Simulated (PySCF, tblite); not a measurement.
**C₅H₆F₄O: a rotation path, then NMR shifts on frames**

How do NMR shifts of C₅H₆F₄O (`F[C@@H]1CCO[C@H]1C(F)(F)F`) change as the atoms move?

The runs use tblite 0.8.0 and PySCF 2.14.0, with density-fitted response routines of our own; the level of theory stands in each step. All values are computed, except where a source is named. Atoms are numbered from 0 throughout.

### Step 1. The molecule as given

16 atoms, charge 0, multiplicity 1; geometry from: GFN2-xTB.

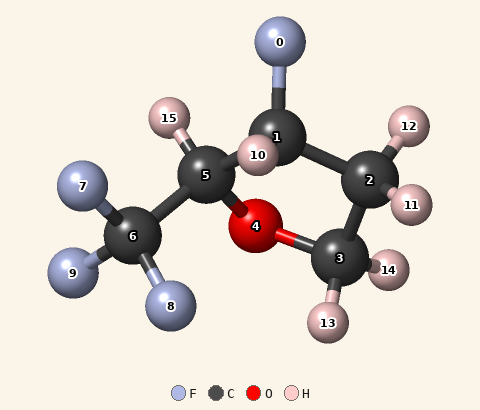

The starting geometry (fluorine light blue, carbon dark grey, oxygen red, hydrogen pink), atoms numbered.

### Step 2. A band between two rotamers with GFN2-xTB

The job: settings as JSON, then the geometry in Å.

```
{"job": {"kind": "neb", "xc": "GFN2-xTB", "basis": "xTB", "atoms": [4, 5, 6, 9], "turn": 120}, "charge": 0, "multiplicity": 1}
F     -0.321103    -1.957254    -1.298502
C     -0.218382    -1.077251    -0.252886
C     -1.568401    -0.422587     0.055210
C     -1.207487     1.055415     0.216293
O     -0.098339     1.266846    -0.646733
C      0.690227     0.111696    -0.645660
C      1.860775     0.247983     0.341986
F      2.654694    -0.833243     0.310150
F      1.444938     0.374810     1.612347
F      2.627029     1.304628     0.075446
H      0.194748    -1.649129     0.584503
H     -2.042750    -0.835738     0.940737
H     -2.219636    -0.569448    -0.806760
H     -0.932208     1.283268     1.253408
H     -1.994541     1.735203    -0.107362
H      1.122837    -0.026254    -1.643587
```

With the program's defaults for keys left out, this is: GFN2-xTB climbing-image nudged elastic band, gas phase.

Started as:

```console
> OMP_NUM_THREADS=1 python probes_run.py task.json out
```

One launch serves the whole session: the jobs run in the order shown.

What it wrote:

```text
image   E - E0 / eV
  0      -0.0000
  1       0.0158
  2       0.0525
  3       0.0854
  4       0.0949
  5       0.0786
  6       0.0463
  7       0.0143
  8       0.0000
```

Run time: 2 s. Hardware: 1 thread of Arm Neoverse V1, shared host; peak memory 0.19 GiB.

The final band, with the dihedral O4–C5–C6–F9:

```
image  dihedral (°)  energy (eV)  energy (kcal/mol)
    0           -57        0.000                0.0
    1           -42        0.016                0.4
    2           -27        0.053                1.2
    3           -11        0.085                2.0
    4             4        0.095                2.2
    5            20        0.079                1.8
    6            35        0.046                1.1
    7            50        0.014                0.3
    8            63        0.000                0.0
```

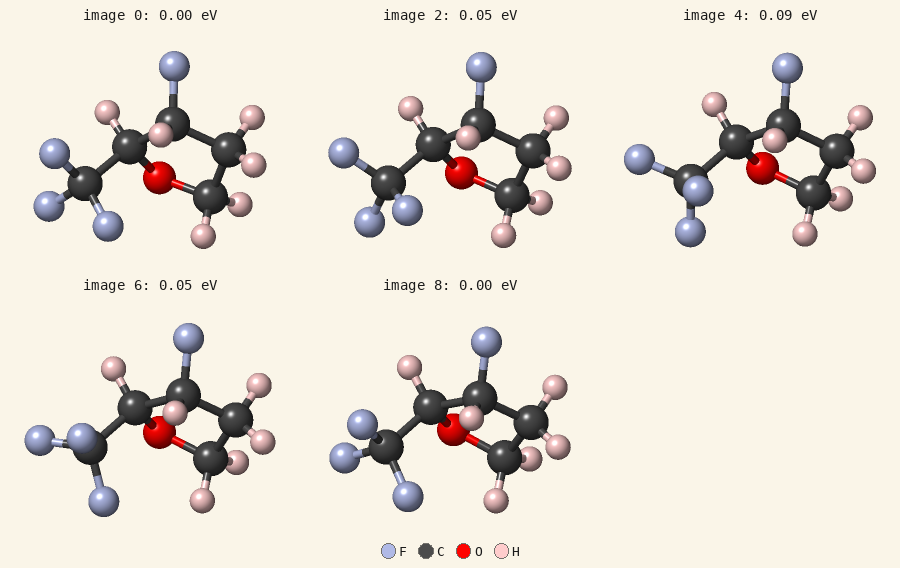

Images along the band.

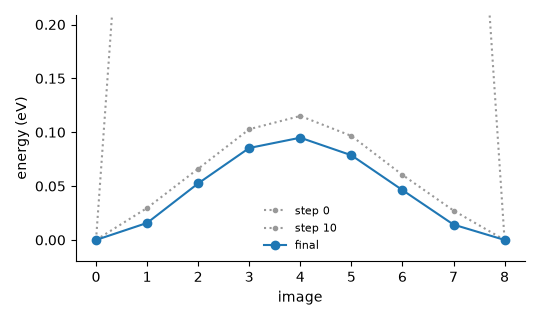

Energy along the band, early and final.

### Step 3. NMR shieldings: image 0, PBE0/pcSseg-1

The job: settings as JSON, then the geometry in Å.

```
{"job": {"kind": "nmr", "xc": "PBE0", "basis": "pcSseg-1", "pop": false}, "charge": 0, "multiplicity": 1}
F     -0.321100    -1.957300    -1.298500
C     -0.218400    -1.077300    -0.252900
C     -1.568400    -0.422600     0.055200
C     -1.207500     1.055400     0.216300
O     -0.098300     1.266800    -0.646700
C      0.690200     0.111700    -0.645700
C      1.860800     0.248000     0.342000
F      2.654700    -0.833200     0.310200
F      1.444900     0.374800     1.612300
F      2.627000     1.304600     0.075400
H      0.194700    -1.649100     0.584500
H     -2.042800    -0.835700     0.940700
H     -2.219600    -0.569400    -0.806800
H     -0.932200     1.283300     1.253400
H     -1.994500     1.735200    -0.107400
H      1.122800    -0.026300    -1.643600
```

With the program's defaults for keys left out, this is: GIAO PBE0/pcSseg-1 NMR shielding, non-relativistic, gas phase.

What it wrote:

```text
coarse grid: 14584 points
cycle   1  E = -667.7058396797  dE =  1.675e+00  |g| = 1.085e+00  |ddm| = 3.531e+00
cycle   2  E = -667.4564127445  dE =  2.494e-01  |g| = 1.683e+00  |ddm| = 1.678e+00
cycle   3  E = -667.9010650052  dE = -4.447e-01  |g| = 8.458e-02  |ddm| = 1.100e+00
cycle   4  E = -667.9018824451  dE = -8.174e-04  |g| = 5.717e-02  |ddm| = 8.937e-02
cycle   5  E = -667.9024815542  dE = -5.991e-04  |g| = 1.109e-02  |ddm| = 4.404e-02
cycle   6  E = -667.9024983695  dE = -1.682e-05  |g| = 3.859e-03  |ddm| = 9.381e-03
cycle   7  E = -667.9025011580  dE = -2.789e-06  |g| = 3.991e-04  |ddm| = 3.091e-03
final grid: 145896 points
cycle   8  E = -667.9994458232  dE = -5.794e-05  |g| = 1.240e-02  |ddm| = 3.225e-02
cycle   9  E = -667.9994126929  dE =  3.313e-05  |g| = 1.878e-02  |ddm| = 1.962e-02
cycle  10  E = -667.9994740705  dE = -6.138e-05  |g| = 1.062e-03  |ddm| = 1.192e-02
cycle  11  E = -667.9994742923  dE = -2.218e-07  |g| = 3.281e-04  |ddm| = 1.180e-03
cycle  12  E = -667.9994743114  dE = -1.914e-08  |g| = 9.483e-05  |ddm| = 2.902e-04
cycle  13  E = -667.9994743126  dE = -1.125e-09  |g| = 3.140e-05  |ddm| = 7.206e-05
cycle  14  E = -667.9994743127  dE = -1.528e-10  |g| = 5.226e-06  |ddm| = 2.468e-05
converged SCF energy = -667.9994743127

GIAO shielding tensors (ppm)
atom      isotropic    diamagn.    paramagn.     s11        s22        s33       span
  0 F      375.483     471.298     -95.815    354.670    374.105    397.673     43.003
  1 C       88.061     245.358    -157.297     48.256     84.129    131.798     83.543
  2 C      148.872     250.674    -101.802    119.596    156.380    170.640     51.044
  3 C      113.790     245.768    -131.978     65.735    104.165    171.469    105.734
  4 O      274.056     396.098    -122.042    194.987    285.693    341.488    146.501
  5 C       98.237     249.092    -150.855     73.825     98.693    122.192     48.366
  6 C       52.482     244.014    -191.532     46.842     52.750     57.854     11.012
  7 F      258.451     472.689    -214.239    176.373    257.594    341.385    165.012
  8 F      266.663     476.085    -209.422    191.922    257.280    350.787    158.865
  9 F      262.630     470.429    -207.799    178.744    267.130    342.015    163.271
 10 H       25.982      30.162      -4.180     23.778     26.253     27.915      4.138
 11 H       29.271      29.481      -0.210     25.901     26.623     35.289      9.388
 12 H       29.320      29.578      -0.257     25.017     27.579     35.365     10.348
 13 H       27.614      29.961      -2.347     23.395     26.415     33.033      9.638
 14 H       27.226      28.434      -1.208     22.833     25.426     33.419     10.586
 15 H       27.134      29.588      -2.453     24.832     26.120     30.450      5.618
```

It took 29 s on 1 thread of Arm Neoverse V1, shared host; peak memory 0.91 GiB.

Shifts follow as δ = σ(reference) − σ, with reference shieldings (ppm) from runs at the same level and on the same kind of geometry: ¹H TMS 31.72, ¹³C TMS 186.9, ¹⁹F CFCl3 170.9, ¹⁷O H2O 336.1. The references are single molecules in the gas phase, so shifts against H2O, NH3, PH3, H3PO4 or CFCl3 are not on the usual liquid scales and can be off by tens of ppm. Each atom is listed at this fixed geometry, with no averaging over motion; a spectrum would average atoms that exchange fast.

```csv
atoms,environment,σ (ppm),δ (ppm)
C6,CF3 carbon,52.5,134.4
C1,sp3 CH bonded to F,88.1,98.9
C5,sp3 CH bonded to O,98.2,88.7
C3,sp3 CH2 bonded to O,113.8,73.1
C2,sp3 CH2 in a ring,148.9,38.1
H10,hydrogen on an sp3 CH bonded to F,25.98,5.74
H15,hydrogen on an sp3 CH bonded to O,27.13,4.58
H14,hydrogen on an sp3 CH2 bonded to O,27.23,4.49
H13,hydrogen on an sp3 CH2 bonded to O,27.61,4.10
H11,hydrogen on an sp3 CH2 in a ring,29.27,2.45
H12,hydrogen on an sp3 CH2 in a ring,29.32,2.40
F7,fluorine of a CF3 group,258.5,-87.5
F9,fluorine of a CF3 group,262.6,-91.7
F8,fluorine of a CF3 group,266.7,-95.7
F0,fluorine on an sp3 carbon,375.5,-204.5
O4,ether oxygen,274.1,62.0
```

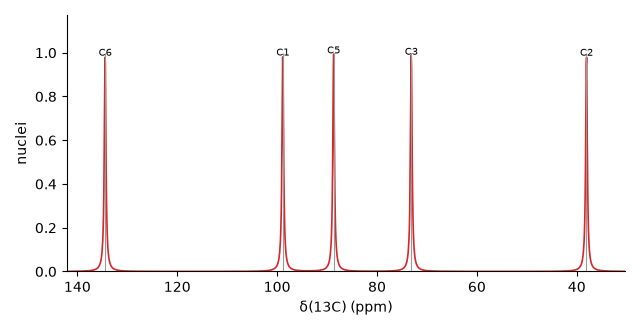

¹³C lines at the computed shifts, without couplings. Lines are broadened to a width of 0.39 ppm (Lorentzian).

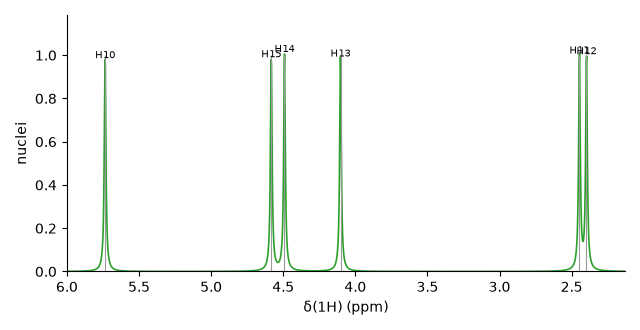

¹H lines at the computed shifts, without couplings. Lines are broadened to a width of 0.01 ppm (Lorentzian).

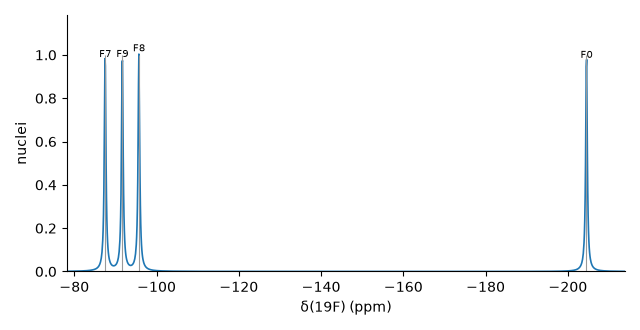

¹⁹F lines at the computed shifts, without couplings. Lines are broadened to a width of 0.47 ppm (Lorentzian).

Ring of atoms C1, C2, C3, O4, C5: NICS(0) -6.6, NICS(1) -3.2, NICS(1)zz -5.8 ppm (means of both faces).

### Step 4. Shielding tensors: image 2, PBE0/pcSseg-1

The job: settings as JSON, then the geometry in Å.

```
{"job": {"kind": "nmr", "xc": "PBE0", "basis": "pcSseg-1", "pop": false}, "charge": 0, "multiplicity": 1}
F     -0.385100    -2.028700    -1.188300
C     -0.259700    -1.095000    -0.193100
C     -1.588800    -0.376400     0.062100
C     -1.170000     1.092400     0.146000
O     -0.066600     1.208600    -0.738300
C      0.694600     0.040700    -0.639900
C      1.868900     0.231700     0.348400
F      2.939900    -0.474800    -0.035900
F      1.581400    -0.166000     1.601100
F      2.247300     1.505200     0.439200
H      0.114600    -1.634000     0.681800
H     -2.089200    -0.724000     0.960800
H     -2.233900    -0.543800    -0.800500
H     -0.869800     1.358500     1.167900
H     -1.930200     1.789000    -0.203700
H      1.139100    -0.174600    -1.619000
```

With the program's defaults for keys left out, this is: GIAO PBE0/pcSseg-1 NMR shielding, non-relativistic, gas phase.

What it wrote:

```text
coarse grid: 14584 points
cycle   1  E = -667.6995792234  dE =  1.679e+00  |g| = 1.091e+00  |ddm| = 3.537e+00
cycle   2  E = -667.4420462790  dE =  2.575e-01  |g| = 1.701e+00  |ddm| = 1.703e+00
cycle   3  E = -667.8972837055  dE = -4.552e-01  |g| = 8.578e-02  |ddm| = 1.119e+00
cycle   4  E = -667.8981175721  dE = -8.339e-04  |g| = 5.843e-02  |ddm| = 9.161e-02
cycle   5  E = -667.8987426980  dE = -6.251e-04  |g| = 1.117e-02  |ddm| = 4.501e-02
cycle   6  E = -667.8987598709  dE = -1.717e-05  |g| = 3.894e-03  |ddm| = 9.520e-03
cycle   7  E = -667.8987627309  dE = -2.860e-06  |g| = 3.890e-04  |ddm| = 3.152e-03
final grid: 145896 points
cycle   8  E = -667.9955346636  dE = -5.894e-05  |g| = 1.219e-02  |ddm| = 3.391e-02
cycle   9  E = -667.9955026432  dE =  3.202e-05  |g| = 1.844e-02  |ddm| = 1.923e-02
cycle  10  E = -667.9955621084  dE = -5.947e-05  |g| = 1.071e-03  |ddm| = 1.172e-02
cycle  11  E = -667.9955623350  dE = -2.266e-07  |g| = 3.206e-04  |ddm| = 1.198e-03
cycle  12  E = -667.9955623536  dE = -1.859e-08  |g| = 9.542e-05  |ddm| = 2.940e-04
cycle  13  E = -667.9955623548  dE = -1.153e-09  |g| = 3.194e-05  |ddm| = 7.488e-05
cycle  14  E = -667.9955623549  dE = -1.573e-10  |g| = 5.788e-06  |ddm| = 2.501e-05
converged SCF energy = -667.9955623549

GIAO shielding tensors (ppm)
atom      isotropic    diamagn.    paramagn.     s11        s22        s33       span
  0 F      377.743     471.336     -93.593    354.275    375.090    403.863     49.588
  1 C       88.117     245.305    -157.187     49.007     82.853    132.492     83.485
  2 C      148.331     250.713    -102.382    119.194    155.824    169.976     50.782
  3 C      114.424     246.114    -131.690     66.447    105.950    170.874    104.427
  4 O      267.495     395.847    -128.352    191.212    282.917    328.355    137.143
  5 C       97.376     249.014    -151.638     75.282     97.199    119.647     44.364
  6 C       52.799     243.442    -190.643     46.971     53.657     57.769     10.798
  7 F      250.804     471.020    -220.216    170.925    241.787    339.700    168.775
  8 F      253.351     475.915    -222.564    175.241    248.453    336.361    161.120
  9 F      262.309     471.183    -208.874    180.771    274.721    331.436    150.665
 10 H       25.815      30.084      -4.269     22.996     25.869     28.579      5.583
 11 H       29.279      29.496      -0.217     25.837     26.685     35.314      9.477
 12 H       29.344      29.568      -0.224     25.103     27.553     35.377     10.274
 13 H       27.881      30.126      -2.245     23.497     26.695     33.451      9.954
 14 H       27.250      28.500      -1.250     22.790     25.419     33.541     10.751
 15 H       27.069      29.607      -2.538     24.186     26.405     30.615      6.429
```

Run time: 29 s. Hardware: 1 thread of Arm Neoverse V1, shared host; peak memory 0.91 GiB.

This run: δ C6 134.1, C1 98.8, C5 89.5, C3 72.5, H10 5.90, H15 4.65 ppm.

(Part 1 of 2 ends here.)
